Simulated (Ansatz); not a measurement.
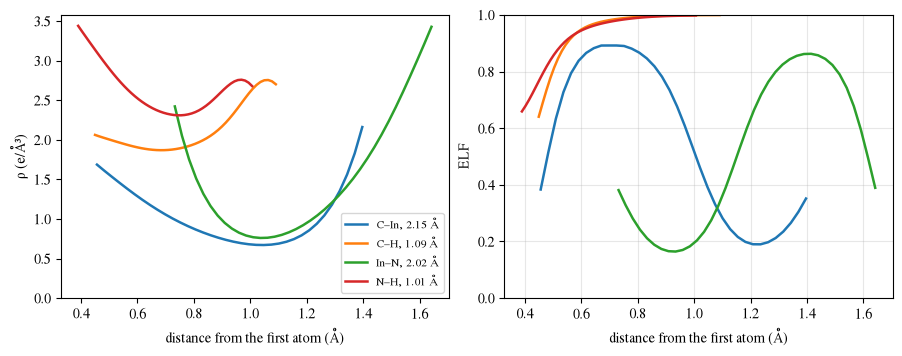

*C₂H₈InN (SMILES [CH3][In]([CH3])[NH2]). Electron density and electron localisation function along straight lines between neighbouring atoms. The curves leave out the atomic cores.*

Geometry: PBE0-D4/def2-TZVP; core potentials replace the inner electrons of In.

Method: RKS PBE0-D4/def2-TZVPP (Ansatz).

```yaml
atoms:
  - { symbol: C, position_ang: [-0.7040, 1.7604, -0.9492] }
  - { symbol: In, position_ang: [-0.0315, -0.0594, -0.0258] }
  - { symbol: C, position_ang: [1.4870, -0.4187, 1.4515] }
  - { symbol: N, position_ang: [-0.9927, -1.7213, -0.6563] }
  - { symbol: H, position_ang: [0.1237, 2.2590, -1.4564] }
  - { symbol: H, position_ang: [-1.0982, 2.4454, -0.1963] }
  - { symbol: H, position_ang: [-1.4877, 1.5496, -1.6773] }
  - { symbol: H, position_ang: [1.1596, -0.0447, 2.4237] }
  - { symbol: H, position_ang: [1.6855, -1.4874, 1.5386] }
  - { symbol: H, position_ang: [2.4133, 0.0942, 1.1881] }
  - { symbol: H, position_ang: [-1.7445, -1.7266, -1.3255] }
  - { symbol: H, position_ang: [-0.8104, -2.6505, -0.3152] }
```

Q: Compare the contacts.

A: C–In (2.15 Å): the density is about 0.68 e/Å³ at the midpoint; the ELF peaks at about 0.90 in the valence shell of C, 0.7 Å from its nucleus, and drops to about 0.20 between the two atoms.
C–H (1.09 Å): the density is about 2 e/Å³ at the midpoint; the ELF climbs to about 1 towards the hydrogen, as it does in any bond to H: a covalent bond by its length.
In–N (2.02 Å): ρ is about 0.77 e/Å³ halfway; the ELF peaks at about 0.85 in the valence shell of N, 0.6 Å from its nucleus, and drops to about 0.15 between the two atoms.
N–H (1.01 Å): ρ is about 2.9 e/Å³ halfway; the ELF climbs to about 1 towards the hydrogen: an ordinary covalent bond to hydrogen.
